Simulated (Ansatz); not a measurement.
# C₃H₇FSSi: geometry relaxation (part 1 of 2)

C₃H₇FSSi, computed with RKS B3LYP-D4/def2-SVP (Ansatz 0.2.0).

It belongs to a series of runs on one base structure; here: end point B relaxed. Figures and captions count atoms from 1; the log counts them from 0 in places.

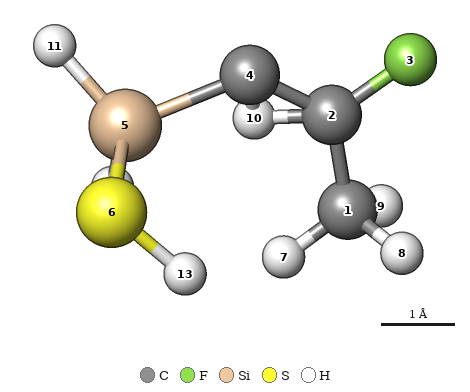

The starting structure (ball-and-stick view, seen at a tilt; atoms are numbered from 1 in the order of the input).

## Results in brief

```json
{"quantity": "outcome", "value": "converged"}
{"quantity": "total energy", "value": "−24646.6529 eV"}
{"quantity": "mean-field energy", "value": "−24646.1569 eV"}
{"quantity": "largest force (length of the vector) at the end", "value": "0.017 eV/Å"}
{"quantity": "hardware", "value": "2 threads of Arm Neoverse V2, 24 GiB of memory available, shared host"}
{"quantity": "wall time", "value": "92 s (CPU time 3 min)"}
{"quantity": "peak memory", "value": "0.32 GiB"}
```

## The input
```yaml
crystal:
  periodic: [false, false, false]
  atoms:
    - { symbol: C, position_ang: [-0.6317, 1.3726, 0.8191] }
    - { symbol: C, position_ang: [0.1673, 0.2641, 1.2442] }
    - { symbol: F, position_ang: [0.6861, 0.3715, 2.4667] }
    - { symbol: C, position_ang: [0.5362, -0.8419, 0.5644] }
    - { symbol: Si, position_ang: [-0.0545, -1.397, -1.1066] }
    - { symbol: S, position_ang: [1.2555, -0.461, -2.5125] }
    - { symbol: H, position_ang: [-1.0534, 1.3103, -0.1992] }
    - { symbol: H, position_ang: [-0.0526, 2.3566, 0.8294] }
    - { symbol: H, position_ang: [-1.5203, 1.5486, 1.5366] }
    - { symbol: H, position_ang: [-0.2517, -0.39601, 0.48473] }
    - { symbol: H, position_ang: [0.0288, -2.8627, -1.1926] }
    - { symbol: H, position_ang: [-1.4219, -0.9355, -1.3581] }
    - { symbol: H, position_ang: [0.973, 0.8153, -2.157] }
basis:
  gaussian: { orbitals: def2-SVP }
hamiltonian:
  xc: b3lyp
  dispersion: d4
relax:
  f_tol: 0.02
  max_steps: 50
```

Command:
```bash
ansatz run input.yaml --threads 2 --pin off --max-ram 3072MiB --backend cpu --events-out ev --progress --plain --runs-dir out
```

## Output
```
The last accepted step is kept in [file] (removed where the run ends without a failure and the disk answers)
Engine: ansatz 0.2.0, aarch64-unknown-linux-gnu
Functional definition: B3LYP
  parameter a0 = 0.2
  parameter ax = 0.72
  parameter ac = 0.81
  exchange = (1 - a0 - ax)*slater_x + ax*b88_x + a0*exact_x
  correlation = (1 - ac)*vwn_rpa_c + ac*lyp_c
1366 factors; integrals over basis functions are off by at most 4.9e-4 eV
mean field evaluation 1: about -24632.1837 eV, gradient 5.5e1 eV
mean field evaluation 2: about -24627.6242 eV, gradient 6.5e1 eV
mean field evaluation 4: about -24639.7219 eV, gradient 5.1e0 eV
mean field evaluation 8: about -24639.8102 eV, gradient 7.3e-2 eV
mean field evaluation 16: about -24639.8102 eV, gradient 2.4e-5 eV
mean field -24639.81024769 eV, -905.4963251393 hartree, gradient 2.4e-5 eV, S^2 0.000000; 0 other end points of the search recorded, 0 dependent functions left out
the calculation of the forces begins
reference -24639.81050274 eV, -905.4963345122 hartree; 32, 32 occupied and 95, 95 virtual orbitals, 1366 factors
relax step   1: F+E_penalty+E_count = -24640.32456079 eV  Δ(F+E_penalty+E_count) = +0.000e0 eV  max|allowed force component| = 1.340e1 eV/Å  Δτ_max = 0.0000 Å  (27 SCF iters, accepted)
these checks for a lower state are left out or cut short: starts, cluster_reference, orbital_swaps, neighbouring_geometries, increment
1366 factors; integrals over basis functions are off by at most 4.9e-4 eV
mean field -24641.80441301 eV, -905.5696093632 hartree, gradient 9.3e-6 eV, S^2 0.000000; 0 other end points of the search recorded, 0 dependent functions left out
[... from here on the field's lines of each further geometry are left out, up to the last ...]
relax step   2: F+E_penalty+E_count = -24642.29928609 eV  Δ(F+E_penalty+E_count) = -1.975e0 eV  max|allowed force component| = 5.496e0 eV/Å  Δτ_max = 0.1904 Å  (31 SCF iters, accepted)
relax step   3: F+E_penalty+E_count = -24643.17595972 eV  Δ(F+E_penalty+E_count) = -8.767e-1 eV  max|allowed force component| = 1.938e0 eV/Å  Δτ_max = 0.1947 Å  (30 SCF iters, accepted)
relax step   4: F+E_penalty+E_count = -24643.65313614 eV  Δ(F+E_penalty+E_count) = -4.772e-1 eV  max|allowed force component| = 2.346e0 eV/Å  Δτ_max = 0.1998 Å  (30 SCF iters, accepted)
relax step   5: F+E_penalty+E_count = -24644.21296669 eV  Δ(F+E_penalty+E_count) = -5.598e-1 eV  max|allowed force component| = 2.360e0 eV/Å  Δτ_max = 0.1940 Å  (30 SCF iters, accepted)
relax step   6: F+E_penalty+E_count = -24644.77658948 eV  Δ(F+E_penalty+E_count) = -5.636e-1 eV  max|allowed force component| = 1.978e0 eV/Å  Δτ_max = 0.1962 Å  (30 SCF iters, accepted)
relax step   7: F+E_penalty+E_count = -24645.25310408 eV  Δ(F+E_penalty+E_count) = -4.765e-1 eV  max|allowed force component| = 1.905e0 eV/Å  Δτ_max = 0.1946 Å  (30 SCF iters, accepted)
relax step   8: F+E_penalty+E_count = -24645.63089314 eV  Δ(F+E_penalty+E_count) = -3.778e-1 eV  max|allowed force component| = 1.639e0 eV/Å  Δτ_max = 0.1946 Å  (29 SCF iters, accepted)
relax step   9: F+E_penalty+E_count = -24645.98590962 eV  Δ(F+E_penalty+E_count) = -3.550e-1 eV  max|allowed force component| = 9.017e-1 eV/Å  Δτ_max = 0.1993 Å  (29 SCF iters, accepted)
relax step  10: F+E_penalty+E_count = -24646.25646219 eV  Δ(F+E_penalty+E_count) = -2.706e-1 eV  max|allowed force component| = 4.701e-1 eV/Å  Δτ_max = 0.1948 Å  (29 SCF iters, accepted)
relax step  11: F+E_penalty+E_count = -24646.40248014 eV  Δ(F+E_penalty+E_count) = -1.460e-1 eV  max|allowed force component| = 3.136e-1 eV/Å  Δτ_max = 0.2000 Å  (29 SCF iters, accepted)
relax step  12: F+E_penalty+E_count = -24646.51849775 eV  Δ(F+E_penalty+E_count) = -1.160e-1 eV  max|allowed force component| = 3.289e-1 eV/Å  Δτ_max = 0.1949 Å  (29 SCF iters, accepted)
relax step  13: F+E_penalty+E_count = -24646.58603032 eV  Δ(F+E_penalty+E_count) = -6.753e-2 eV  max|allowed force component| = 4.528e-1 eV/Å  Δτ_max = 0.1949 Å  (27 SCF iters, accepted)
relax step  14: F+E_penalty+E_count = -24646.57807637 eV  Δ(F+E_penalty+E_count) = +7.954e-3 eV  max|allowed force component| = 1.518e0 eV/Å  Δτ_max = 0.1202 Å  (30 SCF iters, rejected (line search))
relax step  15: F+E_penalty+E_count = -24646.61782945 eV  Δ(F+E_penalty+E_count) = -3.180e-2 eV  max|allowed force component| = 1.214e-1 eV/Å  Δτ_max = 0.0597 Å  (29 SCF iters, accepted)
relax step  16: F+E_penalty+E_count = -24646.62715678 eV  Δ(F+E_penalty+E_count) = -9.327e-3 eV  max|allowed force component| = 1.321e-1 eV/Å  Δτ_max = 0.1000 Å  (29 SCF iters, accepted)
relax step  17: F+E_penalty+E_count = -24646.63694216 eV  Δ(F+E_penalty+E_count) = -9.785e-3 eV  max|allowed force component| = 3.525e-1 eV/Å  Δτ_max = 0.1492 Å  (30 SCF iters, accepted)
relax step  18: F+E_penalty+E_count = -24646.63685096 eV  Δ(F+E_penalty+E_count) = +9.120e-5 eV  max|allowed force component| = 4.870e-1 eV/Å  Δτ_max = 0.1906 Å  (30 SCF iters, rejected (line search))
relax step  19: F+E_penalty+E_count = -24646.64473926 eV  Δ(F+E_penalty+E_count) = -7.797e-3 eV  max|allowed force component| = 8.703e-2 eV/Å  Δτ_max = 0.0952 Å  (30 SCF iters, accepted)
relax step  20: F+E_penalty+E_count = -24646.64927697 eV  Δ(F+E_penalty+E_count) = -4.538e-3 eV  max|allowed force component| = 1.637e-1 eV/Å  Δτ_max = 0.1000 Å  (29 SCF iters, accepted)
relax step  21: F+E_penalty+E_count = -24646.64992961 eV  Δ(F+E_penalty+E_count) = -6.526e-4 eV  max|allowed force component| = 8.028e-2 eV/Å  Δτ_max = 0.1338 Å  (29 SCF iters, accepted)
relax step  22: F+E_penalty+E_count = -24646.65183232 eV  Δ(F+E_penalty+E_count) = -1.903e-3 eV  max|allowed force component| = 8.299e-2 eV/Å  Δτ_max = 0.0432 Å  (29 SCF iters, accepted)
relax step  23: F+E_penalty+E_count = -24646.65247025 eV  Δ(F+E_penalty+E_count) = -6.379e-4 eV  max|allowed force component| = 2.861e-2 eV/Å  Δτ_max = 0.0139 Å  (31 SCF iters, accepted)
the calculation of the forces begins
reference -24646.15693634 eV, -905.7295616453 hartree; 32, 32 occupied and 95, 95 virtual orbitals, 1366 factors
relax step  24: F+E_penalty+E_count = -24646.65263355 eV  Δ(F+E_penalty+E_count) = -1.633e-4 eV  max|allowed force component| = 1.137e-2 eV/Å  Δτ_max = 0.0280 Å  (30 SCF iters, accepted)
1366 factors; integrals over basis functions are off by at most 8.8e-4 eV
mean field evaluation 192: about -24646.1567 eV, gradient 9.8e-4 eV
```

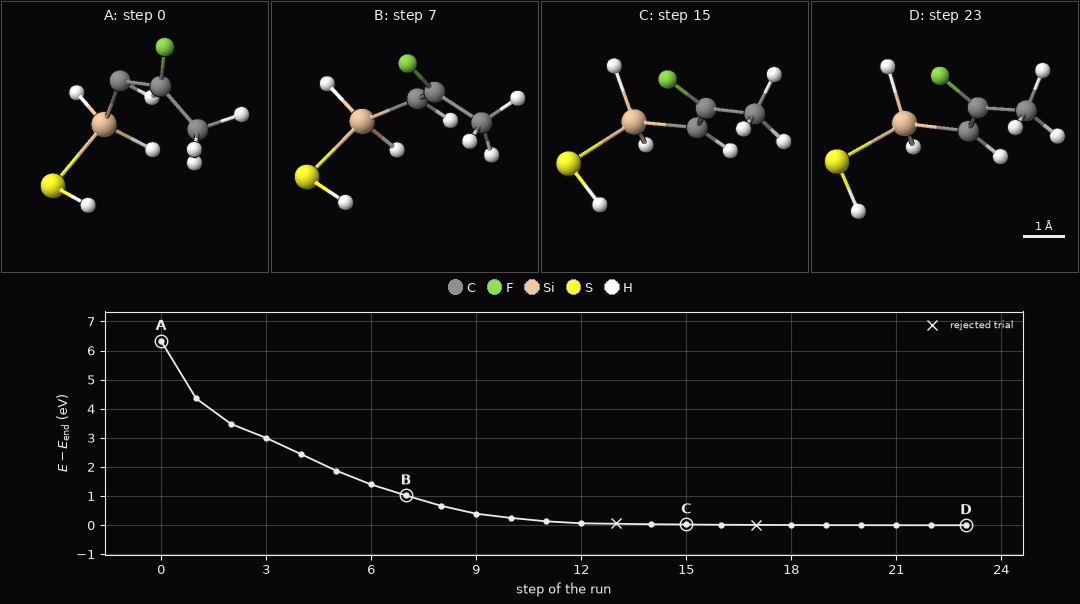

Frames of the relaxation (ball-and-stick view, seen at a tilt) above the curves, on which the letters mark them (the first geometry is step 0 here and step 1 in the log).

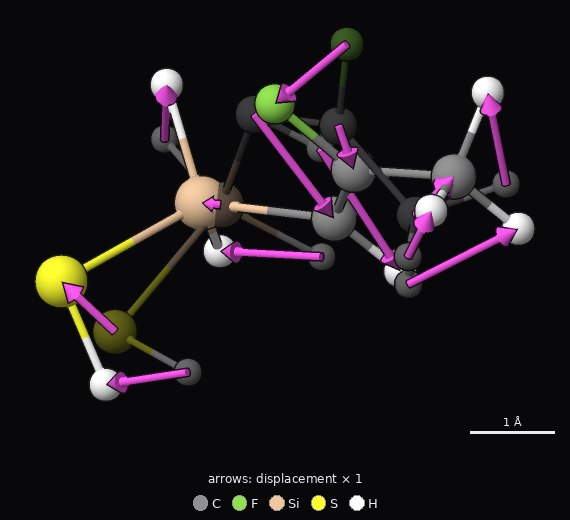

Start (faint) and end (solid) with the displacements as pink arrows, at true length (ball-and-stick view, seen at a tilt). The two geometries are laid on each other by the best rigid fit. Over 23 geometry steps the energy falls by 6.328 eV. The largest force component goes from 13 to 0.011 eV/Å. The line search rejected the trial steps at points 13, 17 (counted from 0) and went back. The atom that moves furthest after the best rigid fit is H10 (1.92 Å). By element the largest moves are H 1.92 Å, C 1.66 Å, F 1.26 Å, S 0.91 Å, Si 0.24 Å. Among the contacts that change: C2–H10 1.090 → 2.073 Å, C4–H10 0.909 → 1.094 Å, C1–C2 1.431 → 1.490 Å, C1–H9 1.156 → 1.103 Å. Bonds break: C2–H10 (1.09 → 2.07 Å). Among the angles that change: C2–C4–H10 53.5° → 116.5°, Si5–C4–H10 78.0° → 119.8°, C4–Si5–S6 105.4° → 113.1°. (Atoms are counted from 1 in the order of the input.)

```
mean field -24646.15665858 eV, -905.7295514377 hartree, gradient 1.1e-5 eV, S^2 0.000000; 1 other end points of the search recorded, 0 dependent functions left out
the calculation of the forces begins
reference -24646.15693634 eV, -905.7295616453 hartree; 32, 32 occupied and 95, 95 virtual orbitals, 1366 factors
Total energy: -24646.65291131 eV, -905.7477883892 hartree
Atom 0 at    -0.686839     1.643326     1.597416 Å, force     0.000818     0.002902    -0.001764 eV/Å
Atom 1 at    -0.138082     0.514386     0.794475 Å, force     0.005857    -0.011088     0.011371 eV/Å
Atom 2 at     1.081116     0.139153     1.237430 Å, force    -0.003110     0.005732    -0.010948 eV/Å
Atom 3 at    -0.676922    -0.127522    -0.249137 Å, force    -0.010209     0.002112    -0.000634 eV/Å
Atom 4 at     0.172911    -1.514329    -1.163871 Å, force    -0.004228    -0.000079     0.003104 eV/Å
Atom 5 at     1.910776    -0.858239    -2.279679 Å, force    -0.002957     0.001722    -0.007891 eV/Å
Atom 6 at    -1.686263     1.931478     1.247460 Å, force    -0.000371     0.001374    -0.000560 eV/Å
Atom 7 at    -0.015094     2.515598     1.530036 Å, force     0.000574     0.000456     0.002895 eV/Å
Atom 8 at    -0.742540     1.360978     2.661864 Å, force    -0.003057    -0.002144     0.001167 eV/Å
Atom 9 at    -1.665553     0.211434    -0.573160 Å, force     0.004859     0.005420    -0.000549 eV/Å
Atom 10 at     0.716672    -2.549185    -0.244927 Å, force     0.004718     0.003360    -0.000366 eV/Å
Atom 11 at    -0.835448    -2.129581    -2.074078 Å, force     0.004553    -0.000874    -0.003830 eV/Å
Atom 12 at     1.226066     0.007393    -3.064700 Å, force     0.002551    -0.008892     0.008005 eV/Å
Dipole moment:    -0.505723     0.394884     0.154635 e Å
```

## Trajectory as extended XYZ (Å, eV, eV/Å), 24 frames, from step=1 to step=24
```
13
Properties=species:S:1:pos:R:3:forces:R:3 step=1 energy=-24640.32456
C    -0.6317    1.3726    0.8191   -2.4870   3.7768   0.6588
C     0.1673    0.2641    1.2442    5.4202   0.0808   3.6171
F     0.6861    0.3715    2.4667    0.0776   1.2775   1.6401
C     0.5362   -0.8419    0.5644    8.6366  -5.0331   0.6102
Si   -0.0545   -1.3970   -1.1066    1.1770  -0.2086   0.4583
S     1.2555   -0.4610   -2.5125    0.3735  -0.0554  -0.6591
H    -1.0534    1.3103   -0.1992    0.1344  -0.3278   0.1760
H    -0.0526    2.3566    0.8294   -0.3543  -1.0863   0.1679
H    -1.5203    1.5486    1.5366    1.0578  -0.1128  -0.8315
H    -0.2517   -0.3960    0.4847  -13.3972   1.9361  -5.6489
H     0.0288   -2.8627   -1.1926    0.0318  -0.1930  -0.3424
H    -1.4219   -0.9355   -1.3581   -0.5855   0.0601   0.0573
H     0.9730    0.8153   -2.1570   -0.0848  -0.1143   0.0961
13
Properties=species:S:1:pos:R:3:forces:R:3 step=2 energy=-24642.29929
C    -0.6613    1.4562    0.8991   -0.8870   1.7052   0.2959
C     0.1770    0.2961    1.2612    3.6000  -1.2775   1.6687
F     0.6890    0.4261    2.5058    0.0155   0.6807   0.4655
C     0.4708   -0.8681    0.5739    1.9820   0.4691   0.6368
Si    0.0296   -1.4141   -1.1502    0.5253  -0.5386   0.1053
S     1.3267   -0.5610   -2.6580   -0.2887   0.2698   0.3828
H    -1.1235    1.3709   -0.0970    0.0784  -0.1129   0.0582
H    -0.0459    2.3862    0.8923   -0.1131  -0.3765   0.0543
H    -1.4831    1.6463    1.6374    0.4444  -0.1700  -0.2547
H    -0.4294   -0.3699    0.4627   -5.4956  -0.6124  -3.0085
H     0.1295   -2.8802   -1.3465    0.0280  -0.0395   0.0338
H    -1.3872   -1.0116   -1.3684   -0.1340   0.0149  -0.1504
H     0.9686    0.6680   -2.1932    0.2450  -0.0122  -0.2878
13
Properties=species:S:1:pos:R:3:forces:R:3 step=3 energy=-24643.17596
C    -0.6659    1.5058    0.9438    0.0410  -0.0603  -0.1855
C     0.2005    0.3039    1.2628    1.6544  -0.8806   0.9703
F     0.7393    0.4843    2.5048    0.2180   0.1908  -0.3486
C     0.4132   -0.8662    0.5619   -0.9842   1.9381   0.5560
Si    0.0526   -1.4797   -1.1579    0.0057   0.2092   0.1707
S     1.3247   -0.5643   -2.6507    0.0093   0.2425   0.1476
H    -1.1426    1.3980   -0.0438    0.0422   0.0712   0.0645
H    -0.0345    2.4023    0.9277    0.1158   0.1403   0.0250
H    -1.4493    1.6722    1.6917   -0.0830  -0.0165   0.2497
H    -0.6169   -0.4127    0.4324   -1.2986  -1.2555  -1.4453
H     0.1703   -2.9459   -1.3595    0.1298   0.0247   0.0260
H    -1.3733   -1.0733   -1.4206    0.0953  -0.2373  -0.1423
H     1.0425    0.7206   -2.2735    0.0543  -0.3667  -0.0879
13
Properties=species:S:1:pos:R:3:forces:R:3 step=4 energy=-24643.65314
C    -0.6859    1.5558    1.0149    0.2549  -0.5055  -0.0607
C     0.1776    0.3205    1.2620    1.4743  -0.5552   1.0373
F     0.8777    0.5211    2.4356   -0.0710   0.0139  -0.9460
C     0.2845   -0.8442    0.5402   -1.9837   2.3460   0.2871
Si    0.0656   -1.5068   -1.1913   -0.1062  -0.0318   0.2319
S     1.3865   -0.6110   -2.6553   -0.0174   0.2802   0.2477
H    -1.2266    1.4802    0.0587    0.0513   0.0182   0.0604
H    -0.0252    2.4303    0.9749    0.1126   0.1241   0.0279
H    -1.4104    1.7295    1.8143   -0.1420   0.0213   0.3242
H    -0.7851   -0.4210    0.3924   -0.0165  -1.2583  -1.1346
H     0.2513   -2.9675   -1.3725    0.1978  -0.0394   0.0777
H    -1.3712   -1.2269   -1.5485    0.2161  -0.0738  -0.0718
H     1.1222    0.6848   -2.3065    0.0298  -0.3396  -0.0811
13
Properties=species:S:1:pos:R:3:forces:R:3 step=5 energy=-24644.21297
C    -0.6948    1.5888    1.0776    0.3050  -0.6420   0.0943
C     0.1664    0.3400    1.2609    1.2945  -0.2435   1.2957
F     1.0179    0.5469    2.3528   -0.5726  -0.2621  -1.6245
C     0.1338   -0.8063    0.5179   -2.3599   2.2434  -0.1921
Si    0.0762   -1.5487   -1.2043   -0.0298  -0.0778   0.3262
S     1.4323   -0.6376   -2.6241    0.0528   0.2209   0.2042
H    -1.2687    1.5255    0.1384    0.0455   0.0574   0.1667
H    -0.0131    2.4482    1.0174    0.0333   0.1127   0.0481
H    -1.3838    1.7622    1.9140   -0.0316   0.0277   0.1913
H    -0.9416   -0.4266    0.2778    0.8402  -0.9823  -0.5262
H     0.3370   -3.0037   -1.3553    0.1540  -0.0100   0.0963
H    -1.3475   -1.3052   -1.6361    0.2839  -0.1489  -0.0467
H     1.1468    0.6615   -2.3180   -0.0153  -0.2954  -0.0332
13
Properties=species:S:1:pos:R:3:forces:R:3 step=6 energy=-24644.77659
C    -0.7000    1.6184    1.1496    0.2365  -0.3665   0.1880
C     0.1391    0.3622    1.2609    1.4743  -0.3719   0.9715
F     1.1577    0.5394    2.2314   -1.4158  -0.4814  -1.9778
C    -0.0457   -0.7389    0.4765   -1.2911   1.6475  -0.4836
Si    0.1013   -1.5919   -1.2104   -0.0004  -0.0511   0.5117
S     1.4881   -0.6599   -2.5852    0.1054   0.1060   0.1822
H    -1.3030    1.5724    0.2290   -0.0063   0.0988   0.2196
H    -0.0053    2.4682    1.0668   -0.0150   0.0758   0.0884
H    -1.3574    1.7938    2.0137    0.0284   0.0351   0.1396
H    -1.0733   -0.4134    0.1382    0.5081  -0.3498   0.0869
H     0.4140   -3.0431   -1.3204    0.1680   0.0357   0.1431
H    -1.3031   -1.3931   -1.7091    0.2513  -0.1793  -0.0714
H     1.1484    0.6308   -2.3217   -0.0433  -0.1989   0.0018
```
